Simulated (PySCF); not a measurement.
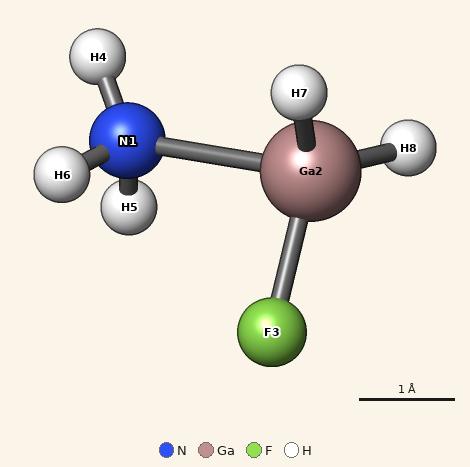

Fig. 1: The structure as given in the input (ball-and-stick view, seen at a tilt; atoms are numbered from 1 in the order of the input). Sticks mark near contacts.

**Geometry relaxation, with input and output: GaNH5F**

System: GaNH5F, SMILES [NH3+][GaH2-][F].
Method: PBE0-D3(BJ)/def2-SVP geometry optimisation, gas phase (PySCF 2.14.0).

**The input**
```
{"job": {"xc": "PBE0", "basis": "def2-SVP", "d3": "d3bj", "grid": 1, "maxiter": 30, "shake": 0.01, "kind": "geom"}, "charge": 0, "multiplicity": 1}
N      1.064930     0.036810     0.106980
Ga    -1.113320    -0.250220    -0.027790
F     -1.252000     1.315060    -0.815900
H      1.699700    -0.624800     0.514670
H      1.336940     0.225270    -0.869890
H      1.151730     0.949770     0.600740
H     -1.573760    -0.248420     1.434860
H     -1.259090    -1.422620    -0.996130
```

The first line tells a small driver script what to run in PySCF; the rest is the geometry in Å.

Run on 1 CPU thread, shared host.

Run as:
```bash
OMP_NUM_THREADS=1 python <driver script> task.json out
```

**Output**
```
step   0  E = -2081.72962532  max force = 0.030458
step   1  E = -2081.73179620  max force = 0.011351
step   2  E = -2081.73259686  max force = 0.003984
step   3  E = -2081.73283319  max force = 0.002089
step   4  E = -2081.73292858  max force = 0.002004
step   5  E = -2081.73298442  max force = 0.001047
step   6  E = -2081.73299556  max force = 0.000518
step   7  E = -2081.73299832  max force = 0.000101
optimisation converged
```

**Trajectory as extended XYZ (Å, eV, eV/Å), 8 frames, from step=0 to step=7**
```
8
Properties=species:S:1:pos:R:3:forces:R:3 step=0 energy=-56646.74842
N     1.0649    0.0368    0.1070   -0.7928   1.5662  -0.4815
Ga   -1.1133   -0.2502   -0.0278    0.3929  -0.2764   0.2544
F    -1.2520    1.3151   -0.8159    0.0316   0.7121  -0.3236
H     1.6997   -0.6248    0.5147    0.4091  -0.4890   0.2809
H     1.3369    0.2253   -0.8699    0.0018  -0.1814   0.4659
H     1.1517    0.9498    0.6007    0.0378  -0.8234  -0.3377
H    -1.5738   -0.2484    1.4349   -0.1007   0.0470   0.6202
H    -1.2591   -1.4226   -0.9961    0.0204  -0.5552  -0.4786
8
Properties=species:S:1:pos:R:3:forces:R:3 step=1 energy=-56646.80750
N     1.0111    0.0485    0.0532    0.1284  -0.3055  -0.0642
Ga   -1.1145   -0.1887    0.0512    0.0581   0.5057  -0.2472
F    -1.2506    1.4204   -0.7831   -0.0251  -0.5837   0.2883
H     1.5567   -0.7192    0.4475   -0.0561  -0.0554  -0.0618
H     1.2459    0.1170   -0.9369    0.0357  -0.0369  -0.0649
H     1.3602    0.9004    0.4801   -0.1377   0.3051   0.1747
H    -1.5380   -0.1714    1.5717    0.0298   0.0276  -0.1117
H    -1.2159   -1.4266   -0.9367   -0.0331   0.1431   0.0869
8
Properties=species:S:1:pos:R:3:forces:R:3 step=2 energy=-56646.82928
N     1.0190    0.0425    0.0491    0.1356  -0.0466  -0.0336
Ga   -1.1029   -0.1893    0.0466    0.0065   0.2049  -0.0680
F    -1.2665    1.4011   -0.7699   -0.0137  -0.1459   0.0494
H     1.5615   -0.7267    0.4440   -0.0300   0.0034  -0.0101
H     1.2642    0.1167   -0.9398    0.0286   0.0090   0.0278
H     1.3346    0.9064    0.4943   -0.1408  -0.0252   0.0056
H    -1.5248   -0.1554    1.5594    0.0281  -0.0095   0.0208
H    -1.2302   -1.4149   -0.9365   -0.0142   0.0099   0.0080
8
Properties=species:S:1:pos:R:3:forces:R:3 step=3 energy=-56646.83571
N     1.0213    0.0363    0.0443    0.0438  -0.0119  -0.0503
Ga   -1.0991   -0.1816    0.0418    0.0143  -0.0713   0.0213
F    -1.2750    1.3913   -0.7801   -0.0207   0.1074  -0.0387
H     1.5593   -0.7321    0.4452   -0.0106   0.0150   0.0174
H     1.2855    0.1231   -0.9383    0.0253   0.0203   0.0303
H     1.3006    0.9021    0.5080   -0.0419  -0.0323   0.0000
H    -1.4917   -0.1535    1.5621    0.0132   0.0117   0.0346
H    -1.2458   -1.4052   -0.9359   -0.0235  -0.0389  -0.0146
8
Properties=species:S:1:pos:R:3:forces:R:3 step=4 energy=-56646.83831
N     1.0252    0.0313    0.0393   -0.0272   0.0037  -0.0444
Ga   -1.0967   -0.1822    0.0354   -0.0109  -0.1024   0.0277
F    -1.2850    1.3929   -0.7791    0.0016   0.1031  -0.0465
H     1.5604   -0.7341    0.4482    0.0005   0.0058   0.0182
H     1.3075    0.1294   -0.9366    0.0268   0.0134   0.0142
H     1.2795    0.8966    0.5164    0.0019  -0.0109   0.0068
H    -1.4694   -0.1458    1.5623    0.0170  -0.0002   0.0216
H    -1.2666   -1.4078   -0.9386   -0.0097  -0.0124   0.0024
8
Properties=species:S:1:pos:R:3:forces:R:3 step=5 energy=-56646.83983
N     1.0249    0.0274    0.0335   -0.0447   0.0275  -0.0160
Ga   -1.0977   -0.1825    0.0293   -0.0056  -0.0538   0.0010
F    -1.2863    1.3972   -0.7837    0.0094   0.0232  -0.0031
H     1.5563   -0.7353    0.4517    0.0063  -0.0036   0.0076
H     1.3288    0.1372   -0.9343    0.0181   0.0019   0.0030
H     1.2587    0.8909    0.5243    0.0196  -0.0065   0.0002
H    -1.4400   -0.1444    1.5652    0.0036   0.0050  -0.0004
H    -1.2900   -1.4100   -0.9390   -0.0066   0.0063   0.0077
8
Properties=species:S:1:pos:R:3:forces:R:3 step=6 energy=-56646.84013
N     1.0243    0.0271    0.0314   -0.0267   0.0112  -0.0068
Ga   -1.0983   -0.1848    0.0279   -0.0037  -0.0084  -0.0013
F    -1.2841    1.3986   -0.7815    0.0070  -0.0044   0.0023
H     1.5552   -0.7349    0.4520    0.0040  -0.0040   0.0002
H     1.3350    0.1395   -0.9339    0.0091  -0.0036  -0.0020
H     1.2564    0.8894    0.5248    0.0100   0.0041   0.0045
H    -1.4341   -0.1431    1.5653    0.0019  -0.0014  -0.0014
H    -1.2994   -1.4115   -0.9388   -0.0016   0.0065   0.0045
8
Properties=species:S:1:pos:R:3:forces:R:3 step=7 energy=-56646.84021
N     1.0233    0.0273    0.0303   -0.0052   0.0048  -0.0005
Ga   -1.0990   -0.1851    0.0283    0.0020   0.0043  -0.0008
F    -1.2813    1.3990   -0.7807    0.0007  -0.0049   0.0032
H     1.5540   -0.7349    0.4511    0.0009  -0.0016  -0.0013
H     1.3362    0.1396   -0.9344    0.0017  -0.0029  -0.0009
H     1.2570    0.8891    0.5243    0.0015  -0.0003   0.0005
H    -1.4318   -0.1437    1.5663   -0.0003  -0.0006  -0.0005
H    -1.3034   -1.4109   -0.9381   -0.0012   0.0014   0.0004
```

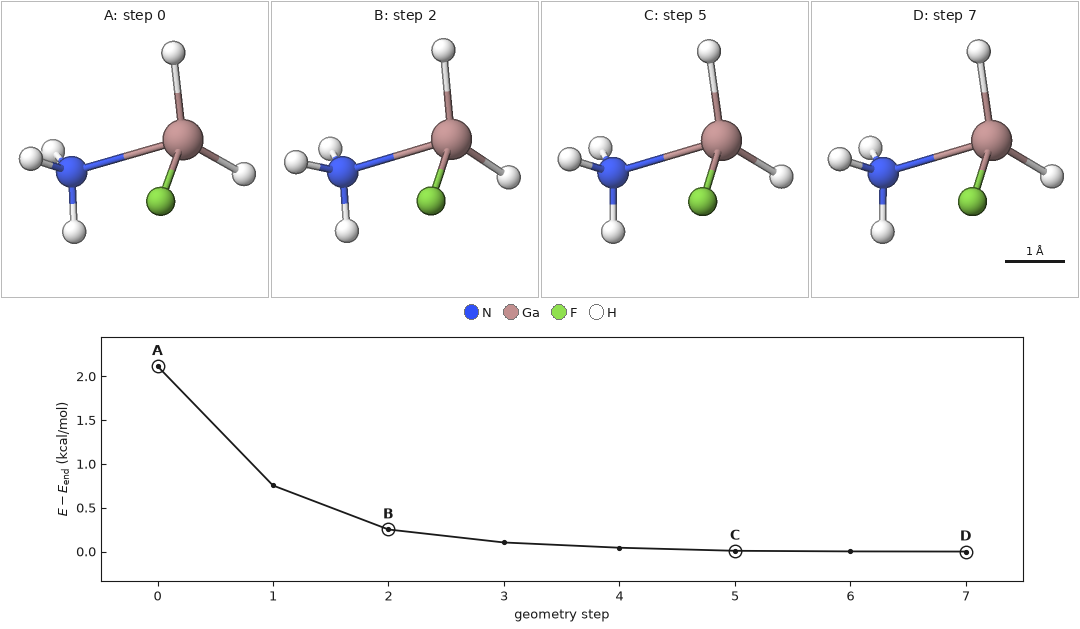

Fig. 2: Frames of the relaxation (ball-and-stick view, seen at a tilt) above the curves, on which the letters mark them (steps are counted from 0).

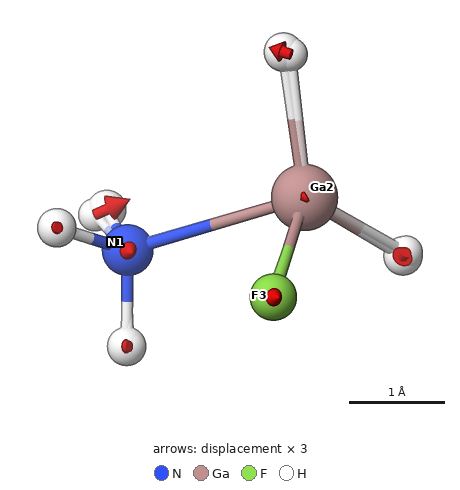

Fig. 3: Start (faint) and end (solid) with the displacements as red arrows, magnified 3 times (ball-and-stick view, seen at a tilt). The two geometries are laid on each other by the best rigid fit. H4 moves most after the best rigid fit: 0.14 Å. By element the largest moves are H 0.14 Å, N 0.07 Å, F 0.06 Å, Ga 0.03 Å. Among the contacts that change: N1–Ga2 2.201 → 2.133 Å, Ga2–H7 1.533 → 1.574 Å, Ga2–F3 1.758 → 1.788 Å, N1–H6 1.042 → 1.020 Å. Among the angles that change: Ga2–N1–H4 124.4° → 116.3°, Ga2–N1–H5 103.1° → 108.4°. After 7 geometry steps the energy has fallen by 2.12 kcal/mol. The largest force component goes from 1.6 to 0.0052 eV/Å. (Atoms are counted from 1 in the order of the input.)

**Summary**

```csv
quantity,value
outcome,converged
total energy,−2081.732998 hartree
dipole moment,5.67 D
point group,Cs
wall time,16 s
peak memory,0.37 GiB
```
